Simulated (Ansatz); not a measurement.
# C2HFS: a spread of methods and bases

How do the results and run time of C2HFS respond when the settings are drawn wide?

Program: Ansatz 0.2.0, Gaussian basis. Level of theory: the settings change from run to run. These are calculated values, not measurements.

## Step 1: The geometry

An earlier PBE0-D4 in a triple-zeta def2 set relaxation fixed the geometry.

SMILES `FC=C=S`, 5 atoms, charge 0, spin multiplicity 1.

Atoms are counted from 1 here; the program's logs count them from 0.

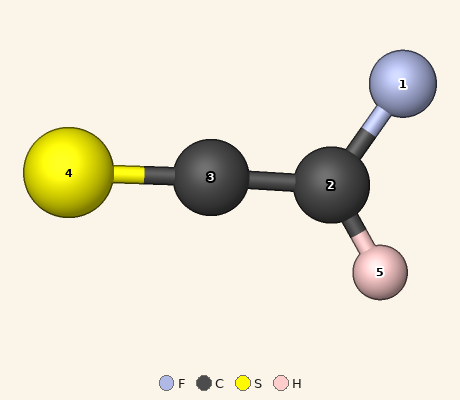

The structure; fluorine light blue, carbon dark grey, sulfur yellow, hydrogen pink; atoms are numbered from 1 in the order of the file.

## Step 2: CAM-B3LYP/def2-TZVP

Options: atoms shaken by 0.03 Å, high accuracy, the search for lower states set to off.

Input file in.yaml:

```yaml
crystal:
  periodic: [false, false, false]
  atoms:
    - {symbol: F, position_ang: [0.134973, -0.082462, 1.640570]}
    - {symbol: C, position_ang: [0.393386, 0.234887, 0.382409]}
    - {symbol: C, position_ang: [-0.363146, -0.250414, -0.548837]}
    - {symbol: S, position_ang: [-1.301906, -0.756728, -1.705580]}
    - {symbol: H, position_ang: [1.281908, 0.770301, 0.228831]}
basis:
  gaussian: {orbitals: def2-TZVP}
hamiltonian: {xc: {name: CAM-B3LYP}}
accuracy: high
scf: {lower_state_search: off}
output: {forces: true}
```

Launch:

```bash
$ ansatz run in.yaml --threads 2 --pin off --events-out ev --progress --plain --max-ram 4352MiB
```

Log, cut to the lines that bear on the results:

```text
Functional definition: CAM-B3LYP
  name "CAM-B3LYP"
  cite "Yanai, Tew & Handy, Chem. Phys. Lett. 393, 51 (2004) doi:10.1016/j.cplett.2004.06.011"
  cite "Iikura, Tsuneda, Yanai & Hirao, J. Chem. Phys. 115, 3540 (2001) doi:10.1063/1.1383587"
  cite "Becke, Phys. Rev. A 38, 3098 (1988) doi:10.1103/PhysRevA.38.3098"
  cite "Lee, Yang & Parr, Phys. Rev. B 37, 785 (1988) doi:10.1103/PhysRevB.37.785"
  cite "Vosko, Wilk & Nusair, Can. J. Phys. 58, 1200 (1980) doi:10.1139/p80-159"
[...]
  # Exact exchange under (alpha + beta erf(omega r))/r, Becke's under what is left of 1/r.
[...]
2188 factors; integrals over basis functions are off by at most 3.8e-9 eV
350 factors; integrals over basis functions are off by at most 1.8e-9 eV
[...]
mean field -15641.06164610 eV, -574.7984136018 hartree, gradient 6.0e-8 eV, S^2 0.000000; 0 other end points of the search recorded, 0 dependent functions left out
[...]
reference -15641.06166201 eV, -574.7984141865 hartree; 19, 19 occupied and 117, 117 virtual orbitals, 2188 factors
Total energy: -15641.06166201 eV, -574.7984141865 hartree
Atom 0 at     0.134973    -0.082462     1.640570 Å, force    -0.121637    -0.073341     1.272343 eV/Å
Atom 1 at     0.393386     0.234887     0.382409 Å, force    -0.376822    -0.635646    -0.054526 eV/Å
Atom 2 at    -0.363146    -0.250414    -0.548837 Å, force    -1.235629    -0.402809    -1.916264 eV/Å
Atom 3 at    -1.301906    -0.756728    -1.705580 Å, force     0.778694     0.361452     0.973951 eV/Å
Atom 4 at     1.281908     0.770301     0.228831 Å, force     0.955394     0.750343    -0.275504 eV/Å
Dipole moment:     0.173692     0.120693    -0.148056 e Å
Checks for a lower state left out: stability, starts, cluster_reference, orbital_swaps, neighbouring_geometries, increment
```

It took 5.5 s on 2 threads of AMD EPYC 7B13, shared host; peak memory 0.48 GiB.

Largest force 2.315 eV/Å, dipole 1.24 D.

## Step 3: wB97M-V/aug-cc-pVTZ

This run has a grid of angular degree 47.

Input file in.yaml:

```yaml
crystal:
  periodic: [false, false, false]
  atoms:
    - {symbol: F, position_ang: [0.139087, -0.066596, 1.676164]}
    - {symbol: C, position_ang: [0.375258, 0.198808, 0.383784]}
    - {symbol: C, position_ang: [-0.407632, -0.249732, -0.568105]}
    - {symbol: S, position_ang: [-1.307295, -0.760442, -1.720627]}
    - {symbol: H, position_ang: [1.250583, 0.804261, 0.187285]}
basis:
  gaussian: {orbitals: aug-cc-pVTZ, final_grid: {core_spheres: 20, valence_spheres: 16, degree: 47}}
hamiltonian: {xc: {name: wB97M-V}}
output: {forces: true}
```

Same command.

Log, cut to the lines that bear on the results:

```text
Functional definition: wB97M-V
  name "wB97M-V"
  cite "Mardirossian & Head-Gordon, J. Chem. Phys. 144, 214110 (2016) doi:10.1063/1.4952647"
  cite "Becke, J. Chem. Phys. 107, 8554 (1997) doi:10.1063/1.475007"
  cite "Vydrov & Van Voorhis, J. Chem. Phys. 133, 244103 (2010) doi:10.1063/1.3521275"
  # Of w^i u^j: cxij and so on, Table III.
[...]
  gx(w, u) = 1 - cx + cx01*u + cx10*w
  gss(w, u) = css00 + css04*u^4 + css10*w + css20*w^2 + css43*w^4*u^3
  gos(w, u) = cos00 + cos10*w + (cos20 + cos21*u)*w^2 + (cos60 + cos61*u)*w^6
[...]
      + integral(e_c_pw_mod_opposite_spin*gos(b97_w_opposite, b97_u_opposite)) + vv10(b, c)
1001 factors; their error is unknown
281 factors; integrals over basis functions are off by at most 3.5e-5 eV
[...]
mean field -15640.67160837 eV, -574.7840799796 hartree, gradient 7.1e-5 eV, S^2 0.000000; 0 other end points of the search recorded, 0 dependent functions left out
[...]
reference -15640.67168073 eV, -574.7840826389 hartree; 19, 19 occupied and 192, 192 virtual orbitals, 1001 factors
Total energy: -15640.67168073 eV, -574.7840826389 hartree
Atom 0 at     0.139087    -0.066596     1.676164 Å, force    -0.088772    -0.086015     0.317571 eV/Å
Atom 1 at     0.375258     0.198808     0.383784 Å, force     0.131904     0.126718    -0.456025 eV/Å
Atom 2 at    -0.407632    -0.249732    -0.568105 Å, force     0.232595     0.129226     0.328945 eV/Å
Atom 3 at    -1.307295    -0.760442    -1.720627 Å, force    -0.171265    -0.097699    -0.212700 eV/Å
Atom 4 at     1.250583     0.804261     0.187285 Å, force    -0.104462    -0.072229     0.022209 eV/Å
Dipole moment:     0.134177     0.104931    -0.177351 e Å
```

Run time: 7.5 s. Hardware: 2 threads of AMD EPYC 7B13, shared host; peak memory 0.58 GiB.

Largest force 0.491 eV/Å, dipole 1.18 D.

## Step 4: B97M-V/cc-pVTZ-DK

Set apart from the defaults: unrestricted orbitals, high accuracy, the search for lower states set to full.

Changes to in.yaml since step 3:

```diff
@@ -9,4 +9,6 @@
 basis:
-  gaussian: {orbitals: aug-cc-pVTZ, final_grid: {core_spheres: 20, valence_spheres: 16, degree: 47}}
-hamiltonian: {xc: {name: wB97M-V}}
-output: {forces: true}
+  gaussian: {orbitals: cc-pVTZ-DK}
+magnetization: {spin_polarized: true, initial_magnetization: 0}
+hamiltonian: {xc: {name: B97M-V}}
+accuracy: high
+scf: {lower_state_search: full}
```

The command is unchanged.

Log, cut to the lines that bear on the results:

```text
Functional definition: B97M-V
  name "B97M-V"
  cite "Mardirossian & Head-Gordon, J. Chem. Phys. 142, 074111 (2015) doi:10.1063/1.4907719"
  cite "Becke, J. Chem. Phys. 107, 8554 (1997) doi:10.1063/1.475007"
  cite "Vydrov & Van Voorhis, J. Chem. Phys. 133, 244103 (2010) doi:10.1063/1.3521275"
  # Of w^i u^j: cxij and so on, Table III.
[...]
  gx(w, u) = cx00 + cx01*u + cx02*u^2 + (cx10 + cx11*u)*w
  gss(w, u) = css00 + css02*u^2 + css10*w + (css32*w^3 + css42*w^4)*u^2
  gos(w, u) = cos00 + cos01*u + cos03*u^3 + cos10*w + cos32*w^3*u^2
[...]
      + integral(e_c_pw_mod_opposite_spin*gos(b97_w_opposite, b97_u_opposite)) + vv10(b, c)
2240 factors; integrals over basis functions are off by at most 3.2e-9 eV
[...]
mean field -15671.40732946 eV, -575.9135968964 hartree, gradient 5.8e-8 eV, S^2 0.000000; 1 other end points of the search recorded, 0 dependent functions left out
reference -15671.40733343 eV, -575.9135970420 hartree; 19, 19 occupied and 119, 119 virtual orbitals, 2240 factors
Total energy: -15671.40733343 eV, -575.9135970420 hartree
Relativity: scalar
```

Run time: 24 s. Hardware: 2 threads of AMD EPYC 7B13, shared host; peak memory 0.88 GiB.

⟨S²⟩ 0.000.

## Step 5: SPW92/ANO-RCC-VTZP

Options: charge -1, multiplicity 2, coordinates scaled by 0.96.

Input file in.yaml:

```yaml
crystal:
  periodic: [false, false, false]
  atoms:
    - {symbol: F, position_ang: [0.133523, -0.063932, 1.609117]}
    - {symbol: C, position_ang: [0.360247, 0.190856, 0.368432]}
    - {symbol: C, position_ang: [-0.391327, -0.239742, -0.545381]}
    - {symbol: S, position_ang: [-1.255003, -0.730025, -1.651802]}
    - {symbol: H, position_ang: [1.200559, 0.772091, 0.179793]}
basis:
  gaussian: {orbitals: ANO-RCC-VTZP}
total_charge: -1
magnetization: {spin_polarized: true, initial_magnetization: 1}
hamiltonian: {xc: {name: SPW92}}
output: {forces: true}
```

The command is unchanged.

Log, cut to the lines that bear on the results:

```text
Functional definition: SPW92
  name "SPW92"
  cite "Dirac, Proc. Camb. Phil. Soc. 26, 376 (1930) doi:10.1017/S0305004100016108"
  cite "Slater, Phys. Rev. 81, 385 (1951) doi:10.1103/PhysRev.81.385"
  cite "Perdew & Wang, Phys. Rev. B 45, 13244 (1992) doi:10.1103/PhysRevB.45.13244"
[...]
1018 factors; their error is unknown
[...]
mean field -15602.17921167 eV, -573.3695104918 hartree, gradient 3.5e-5 eV, S^2 0.751656; 1 other end points of the search recorded, 0 dependent functions left out
[...]
reference -15602.17925337 eV, -573.3695120245 hartree; 20, 19 occupied and 118, 119 virtual orbitals, 1018 factors
Total energy: -15602.17925337 eV, -573.3695120245 hartree
Relativity: scalar
Atom 0 at     0.133523    -0.063932     1.609117 Å, force    -0.349097    -0.654803     5.096891 eV/Å
Atom 1 at     0.360247     0.190856     0.368432 Å, force     0.368641     0.428481    -2.188255 eV/Å
Atom 2 at    -0.391327    -0.239742    -0.545381 Å, force     1.892252     1.060711     2.585968 eV/Å
Atom 3 at    -1.255003    -0.730025    -1.651802 Å, force    -4.108397    -2.314795    -5.473122 eV/Å
Atom 4 at     1.200559     0.772091     0.179793 Å, force     2.196601     1.480406    -0.021483 eV/Å
Dipole moment:     0.064287     0.025082     0.220895 e Å
```

Run time: 2.6 s. Hardware: 2 threads of AMD EPYC 7B13, shared host.

Largest force 7.224 eV/Å, ⟨S²⟩ 0.752.

## Step 6: B2PLYP/aug-pcseg-2

Options: charge +1, multiplicity 2.

Input file in.yaml:

```yaml
crystal:
  periodic: [false, false, false]
  atoms:
    - {symbol: F, position_ang: [0.139087, -0.066596, 1.676164]}
    - {symbol: C, position_ang: [0.375258, 0.198808, 0.383784]}
    - {symbol: C, position_ang: [-0.407632, -0.249732, -0.568105]}
    - {symbol: S, position_ang: [-1.307295, -0.760442, -1.720627]}
    - {symbol: H, position_ang: [1.250583, 0.804261, 0.187285]}
basis:
  gaussian: {orbitals: aug-pcseg-2}
total_charge: 1
magnetization: {spin_polarized: true, initial_magnetization: 1}
hamiltonian: {xc: {name: B2PLYP}}
output: {forces: true}
```

Same command.

Log, cut to the lines that bear on the results:

```text
Functional definition: B2PLYP
  name "B2PLYP"
  cite "Grimme, J. Chem. Phys. 124, 034108 (2006) doi:10.1063/1.2148954"
  cite "Becke, Phys. Rev. A 38, 3098 (1988) doi:10.1103/PhysRevA.38.3098"
  cite "Lee, Yang & Parr, Phys. Rev. B 37, 785 (1988) doi:10.1103/PhysRevB.37.785"
[...]
1359 factors; integrals over basis functions are off by at most 8.3e-4 eV
[...]
mean field -15621.04145261 eV, -574.0626850613 hartree, gradient 3.8e-6 eV, S^2 0.812496; 2 other end points of the search recorded, 0 dependent functions left out
8 core orbitals not correlated: weight in the atoms' cores, before any rotation towards them, 1.000 or more for the frozen orbitals, at most 0.000 for the correlated occupied ones
reference -15621.04159988 eV, -574.0626904735 hartree; 11, 10 occupied and 192, 193 virtual orbitals, 1359 factors
second order -22.69472563 eV of doubles, -0.00000000 eV of singles
[...]
Total energy: -15627.16917581 eV, -574.2878747351 hartree
Atom 0 at     0.139087    -0.066596     1.676164 Å, force     0.199261     0.303282    -2.055424 eV/Å
Atom 1 at     0.375258     0.198808     0.383784 Å, force     1.361365     0.613725     3.679770 eV/Å
Atom 2 at    -0.407632    -0.249732    -0.568105 Å, force    -2.854150    -1.659982    -3.174862 eV/Å
Atom 3 at    -1.307295    -0.760442    -1.720627 Å, force     1.216385     0.692409     1.535953 eV/Å
Atom 4 at     1.250583     0.804261     0.187285 Å, force     0.077139     0.050565     0.014563 eV/Å
Dipole moment:     0.095933     0.104725    -0.487464 e Å
```

Wall time 33 s (2 threads of AMD EPYC 7B13, shared host); peak memory 1.1 GiB.

Largest force 4.581 eV/Å, ⟨S²⟩ 0.812.

## Step 7: revPBE0/aug-pcseg-2

Options: unrestricted orbitals, atoms shaken by 0.08 Å, relativity set to scalar.

Input file in.yaml:

```yaml
crystal:
  periodic: [false, false, false]
  atoms:
    - {symbol: F, position_ang: [0.134481, -0.096780, 1.697641]}
    - {symbol: C, position_ang: [0.449876, 0.143452, 0.392091]}
    - {symbol: C, position_ang: [-0.402778, -0.309245, -0.517115]}
    - {symbol: S, position_ang: [-1.337071, -0.681111, -1.727071]}
    - {symbol: H, position_ang: [1.354747, 0.963321, 0.227381]}
basis:
  gaussian: {orbitals: aug-pcseg-2}
magnetization: {spin_polarized: true, initial_magnetization: 0}
hamiltonian: {xc: {name: revPBE0}, pseudopotentials: {relativity: scalar}}
output: {forces: true}
```

The command is unchanged.

Log, cut to the lines that bear on the results:

```text
Functional definition: revPBE0
  name "revPBE0"
  cite "Zhang & Yang, Phys. Rev. Lett. 80, 890 (1998) doi:10.1103/PhysRevLett.80.890"
  cite "Adamo & Barone, J. Chem. Phys. 110, 6158 (1999) doi:10.1063/1.478522"
  cite "Perdew, Burke & Ernzerhof, Phys. Rev. Lett. 77, 3865 (1996) doi:10.1103/PhysRevLett.77.3865"
[...]
991 factors; their error is unknown
[...]
mean field -15667.86276133 eV, -575.7833364201 hartree, gradient 2.0e-5 eV, S^2 0.000000; 1 other end points of the search recorded, 0 dependent functions left out
[...]
reference -15667.86281772 eV, -575.7833384923 hartree; 19, 19 occupied and 192, 192 virtual orbitals, 991 factors
Total energy: -15667.86281772 eV, -575.7833384923 hartree
Relativity: scalar
Atom 0 at     0.134481    -0.096780     1.697641 Å, force     0.536224     0.109479    -0.383276 eV/Å
Atom 1 at     0.449876     0.143452     0.392091 Å, force     1.077388     1.846596     0.137597 eV/Å
Atom 2 at    -0.402778    -0.309245    -0.517115 Å, force     0.369960     0.613495    -1.005185 eV/Å
Atom 3 at    -1.337071    -0.681111    -1.727071 Å, force     0.610143     0.016029     0.970316 eV/Å
Atom 4 at     1.354747     0.963321     0.227381 Å, force    -2.593715    -2.585599     0.280547 eV/Å
Dipole moment:     0.137868     0.152096    -0.185961 e Å
```

Wall time 7 s (2 threads of AMD EPYC 7B13, shared host); peak memory 0.55 GiB.

Largest force 3.673 eV/Å, dipole 1.33 D, ⟨S²⟩ 0.000.

## Step 8: wPBEh/def2-TZVP

Options: charge +1, multiplicity 2, restricted open-shell orbitals, a grid of angular degree 47.

Input file in.yaml:

```yaml
crystal:
  periodic: [false, false, false]
  atoms:
    - {symbol: F, position_ang: [0.139087, -0.066596, 1.676164]}
    - {symbol: C, position_ang: [0.375258, 0.198808, 0.383784]}
    - {symbol: C, position_ang: [-0.407632, -0.249732, -0.568105]}
    - {symbol: S, position_ang: [-1.307295, -0.760442, -1.720627]}
    - {symbol: H, position_ang: [1.250583, 0.804261, 0.187285]}
basis:
  gaussian: {orbitals: def2-TZVP, final_grid: {core_spheres: 20, valence_spheres: 16, degree: 47}}
total_charge: 1
magnetization: {spin_polarized: false, initial_magnetization: 1}
hamiltonian: {xc: {name: wPBEh}}
output: {forces: true}
```

The command is unchanged.

Log, cut to the lines that bear on the results:

```text
Functional definition: wPBEh
  name "wPBEh"
  cite "Heyd, Scuseria & Ernzerhof, J. Chem. Phys. 118, 8207 (2003) doi:10.1063/1.1564060"
  cite "Krukau, Vydrov, Izmaylov & Scuseria, J. Chem. Phys. 125, 224106 (2006) doi:10.1063/1.2404663"
  cite "Heyd & Scuseria, J. Chem. Phys. 120, 7274 (2004) doi:10.1063/1.1668634"
  cite "Ernzerhof & Perdew, J. Chem. Phys. 109, 3313 (1998) doi:10.1063/1.476928"
  cite "Perdew, Burke & Ernzerhof, Phys. Rev. Lett. 77, 3865 (1996) doi:10.1103/PhysRevLett.77.3865"
  parent pbe
[...]
831 factors; their error is unknown
56 factors; integrals over basis functions are off by at most 1.9e-6 eV
[...]
mean field -15625.73169125 eV, -574.2350481522 hartree, gradient 4.7e-5 eV, S^2 0.750000; 1 other end points of the search recorded, 0 dependent functions left out
[...]
reference -15625.73172080 eV, -574.2350492382 hartree; 19, 18 occupied and 117, 118 virtual orbitals, 831 factors
Total energy: -15625.73172080 eV, -574.2350492382 hartree
Atom 0 at     0.139087    -0.066596     1.676164 Å, force     0.276000     0.384757    -2.417549 eV/Å
Atom 1 at     0.375258     0.198808     0.383784 Å, force     0.999187     0.349112     3.932569 eV/Å
Atom 2 at    -0.407632    -0.249732    -0.568105 Å, force    -2.831222    -1.644888    -3.170815 eV/Å
Atom 3 at    -1.307295    -0.760442    -1.720627 Å, force     1.341830     0.764356     1.687672 eV/Å
Atom 4 at     1.250583     0.804261     0.187285 Å, force     0.214205     0.146663    -0.031877 eV/Å
Dipole moment:     0.110056     0.112352    -0.464651 e Å
```

It took 7 s on 2 threads of AMD EPYC 7B13, shared host; peak memory 0.38 GiB.

Largest force 4.558 eV/Å.

## Step 9: PBE/def2-SVP

Options: D3(BJ) with three-body dispersion, relativity set to none.

Changes to in.yaml since step 8:

```diff
@@ -9,6 +9,4 @@
 basis:
-  gaussian: {orbitals: def2-TZVP, final_grid: {core_spheres: 20, valence_spheres: 16, degree: 47}}
-total_charge: 1
-magnetization: {spin_polarized: false, initial_magnetization: 1}
-hamiltonian: {xc: {name: wPBEh}}
+  gaussian: {orbitals: def2-SVP}
+hamiltonian: {xc: {name: PBE}, dispersion: d3bjatm, pseudopotentials: {relativity: none}}
 output: {forces: true}
```

The command is unchanged.

Log, cut to the lines that bear on the results:

```text
Functional definition: PBE
  name "PBE"
  cite "Perdew, Burke & Ernzerhof, Phys. Rev. Lett. 77, 3865 (1996) doi:10.1103/PhysRevLett.77.3865"
  parent pbe
[...]
727 factors; their error is unknown
[...]
mean field -15623.53945972 eV, -574.1544851294 hartree, gradient 2.7e-5 eV, S^2 0.000000; 0 other end points of the search recorded, 0 dependent functions left out
[...]
reference -15623.53947822 eV, -574.1544858091 hartree; 19, 19 occupied and 46, 46 virtual orbitals, 727 factors
Total energy: -15623.62618100 eV, -574.1576720775 hartree
Atom 0 at     0.139087    -0.066596     1.676164 Å, force    -0.022173    -0.060577     0.553493 eV/Å
Atom 1 at     0.375258     0.198808     0.383784 Å, force     0.207863     0.080993     0.718183 eV/Å
Atom 2 at    -0.407632    -0.249732    -0.568105 Å, force    -0.059292    -0.022910    -0.208385 eV/Å
Atom 3 at    -1.307295    -0.760442    -1.720627 Å, force    -0.712284    -0.405038    -0.903052 eV/Å
Atom 4 at     1.250583     0.804261     0.187285 Å, force     0.585885     0.407532    -0.160238 eV/Å
Dipole moment:     0.122921     0.095400    -0.153626 e Å
```

Wall time 0.55 s (2 threads of AMD EPYC 7B13, shared host).

Largest force 1.219 eV/Å, dipole 1.05 D.

## Step 10: B2PLYP/aug-cc-pVTZ

This run has charge -1, multiplicity 2.

Changes to in.yaml since step 9:

```diff
@@ -9,4 +9,5 @@
 basis:
-  gaussian: {orbitals: def2-SVP}
-hamiltonian: {xc: {name: PBE}, dispersion: d3bjatm, pseudopotentials: {relativity: none}}
-output: {forces: true}
+  gaussian: {orbitals: aug-cc-pVTZ}
+total_charge: -1
+magnetization: {spin_polarized: true, initial_magnetization: 1}
+hamiltonian: {xc: {name: B2PLYP}}
```

Same command.

Log, cut to the lines that bear on the results:

```text
Functional definition: B2PLYP
  name "B2PLYP"
  cite "Grimme, J. Chem. Phys. 124, 034108 (2006) doi:10.1063/1.2148954"
  cite "Becke, Phys. Rev. A 38, 3098 (1988) doi:10.1103/PhysRevA.38.3098"
  cite "Lee, Yang & Parr, Phys. Rev. B 37, 785 (1988) doi:10.1103/PhysRevB.37.785"
[...]
1255 factors; integrals over basis functions are off by at most 9.5e-4 eV
[...]
mean field -15630.31276837 eV, -574.4033996309 hartree, gradient 3.4e-6 eV, S^2 0.765697; 0 other end points of the search recorded, 0 dependent functions left out
8 core orbitals not correlated: weight in the atoms' cores, before any rotation towards them, 1.000 or more for the frozen orbitals, at most 0.000 for the correlated occupied ones
reference -15630.31291486 eV, -574.4034050146 hartree; 12, 11 occupied and 191, 192 virtual orbitals, 1255 factors
second order -24.72223920 eV of doubles, -0.00000000 eV of singles
Total energy: -15636.98791945 eV, -574.6487069086 hartree
```

Run time: 8.5 s. Hardware: 2 threads of AMD EPYC 7B13, shared host; peak memory 0.64 GiB.

⟨S²⟩ 0.766.

## Step 11: The runs in one table

```
              level  charge  multiplicity  geometry  functions  energy (eV)    time
CAM-B3LYP/def2-TZVP       0             1    shaken        136   -15641.062   5.5 s
wB97M-V/aug-cc-pVTZ       0             1   relaxed        211   -15640.672   7.5 s
  B97M-V/cc-pVTZ-DK       0             1   relaxed        138   -15671.407    24 s
 SPW92/ANO-RCC-VTZP      -1             2    scaled        138   -15602.179   2.6 s
 B2PLYP/aug-pcseg-2       1             2   relaxed        211   -15627.169    33 s
revPBE0/aug-pcseg-2       0             1    shaken        211   -15667.863     7 s
    wPBEh/def2-TZVP       1             2   relaxed        136   -15625.732     7 s
       PBE/def2-SVP       0             1   relaxed         65   -15623.626  0.55 s
 B2PLYP/aug-cc-pVTZ      -1             2   relaxed        211   -15636.988   8.5 s
```

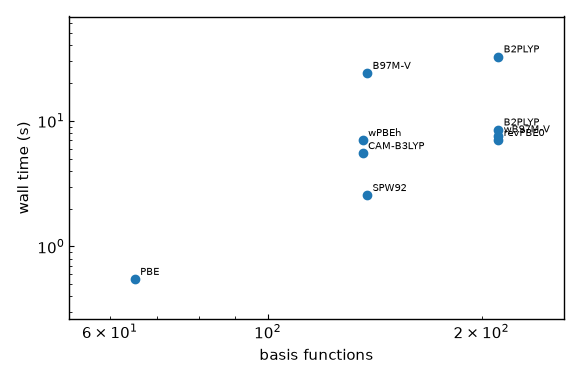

Wall time against the number of basis functions (shared host).

## Step 12: Summary of results

| quantity | value |
| --- | --- |
| runs | 9 |
| quickest | PBE/def2-SVP, 0.55 s |
| slowest | B2PLYP/aug-pcseg-2, 33 s |
| spread of total energies, same state and geometry | 47.8 eV |
| dipole, same state and geometry | 1.05 to 1.18 D |

B2PLYP/aug-pcseg-2 took 59 times as long as PBE/def2-SVP. The jobs differ in tasks and options as well as level. Total energies at one charge and spin differ by 48 eV between levels, so only differences within one level mean anything. Some of these runs are scalar-relativistic and others not, which shifts the totals of all-electron atoms past neon by eV; core potentials, where a basis has them, take the core out of the total altogether. At the PBE0-D4/def2-TZVP geometry and in the same state, runs without warnings or point charges leave forces up to 1.22 eV/Å (PBE/def2-SVP), against 3.7 eV/Å where the atoms were moved.
